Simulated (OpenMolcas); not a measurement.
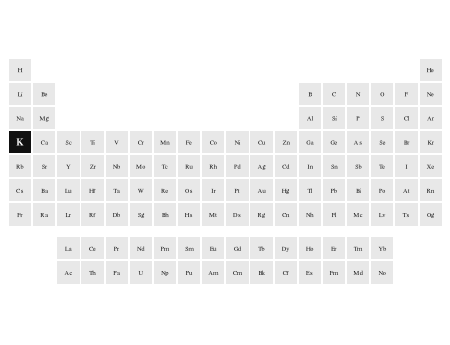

The place of potassium in the periodic table.

Multiconfigurational calculation, with input and output: K

- system: K.
- method: state-averaged MS-CASPT2, IPEA shift 0.25, imaginary shift 0.1 hartree, semicore shells correlated, active space 1 electron in the shells 4s 4p, basis ANO-R1, X2C scalar Hamiltonian, spin-orbit coupling by RASSI with atomic mean-field integrals (OpenMolcas)

Input:
```
&GATEWAY
Coord
1

K 0.0 0.0 0.0
Basis=ANO-R1
Group=XYZ
NoMove
AngMom=0.0 0.0 0.0
AMFI
&SEWARD
&RASSCF
FileOrb=start.orb
Symmetry=1
Spin=2
nActEl=1 0 0
Inactive=3 6
Ras2=1 3
CIRoot=1 1 1
SDav=1
CIMx=300
Iter=120 100
PrWF=0.3
OrbListing=Nothing
MaxOrb=0
Atom
>>> COPY $Project.JobIph JOB001
&RASSCF
FileOrb=start.orb
Symmetry=2
Spin=2
nActEl=1 0 0
Inactive=3 6
Ras2=1 3
CIRoot=3 3 1
SDav=3
CIMx=300
Iter=120 100
PrWF=0.3
OrbListing=Nothing
MaxOrb=0
Atom
>>> COPY $Project.JobIph JOB002
&RASSI
NrOfJobIphs=2 1 3
1
1 2 3
IphNames
JOB001
JOB002
EJob
SpinOrbit
DIPRint=1.0
SOCoupling=1000.0
Subsets=2
MEES
Property=10
'ANGMOM' 1 'ANGMOM' 2 'ANGMOM' 3 'MLTPL  1' 1 'MLTPL  1' 2 'MLTPL  1' 3
'AMFI' 1 'AMFI' 2 'AMFI' 3 'MLTPL  2' 6
SOProperty=3
'ANGMOM' 1 'ANGMOM' 2 'ANGMOM' 3
>>> COPY JOB001 $Project.JobIph
&CASPT2
Multistate=1 1
Frozen=22 23
IPEA=0.25
Imaginary=0.1
MaxIter=60
WThr=0.0 0.3 0.05
PrWF=0.5
NoMix
```

The file start.orb holds starting orbitals from an earlier step.

Hardware: 1 CPU thread, shared host.

Command:
```bash
OMP_NUM_THREADS=1 MOLCAS_MEM=2252 MOLCAS_PROJECT=a pymolcas a.inp > a.log  # once for each step of the input, in one work folder
```

Output (extracts):
```
|       MOLCAS_SOURCE = [file]
  |    MOLCAS_STRUCTURE = 0
  |
   -----------------------------------------------------------------------------------------
++ ---------   Input file   ---------
>>> COPY JOB001 $Project.JobIph
&CASPT2
Multistate=1 1
Frozen=22 23
IPEA=0.25
Imaginary=0.1
MaxIter=60
WThr=0.0 0.3 0.05
PrWF=0.5
NoMix
-- ----------------------------------
>>> COPY JOB001 a.JobIph
*** symbolic link created: INPORB -> a.RasOrb
--- Start Module: caspt2 at  ---
()()()()()()()()()()()()()()()()()()()()()()()()()()()()()()()()()()()()()()()()()()()()()()()()()()
                                              &CASPT2
                                   only a single process is used
                       available to each process: 2.3 GB of memory, 1 thread
()()()()()()()()()()()()()()()()()()()()()()()()()()()()()()()()()()()()()()()()()()()()()()()()()()
 ###    WARNING: User changed nr of frozen orbitals.                         ###
 ###    ERROR: Too many frozen orbitals!                                     ###
--- Stop Module: caspt2 at  /rc=_RC_INPUT_ERROR_ ---
.####################.
.# User input error #.
.####################.
```

Outcome:

| quantity | value |
| --- | --- |
| outcome | refused by the program |

Diagnosis:

The input is odd on purpose: too many frozen. The program refused the input; the driver noted: CASPT2 spin 2: _RC_INPUT_ERROR_.
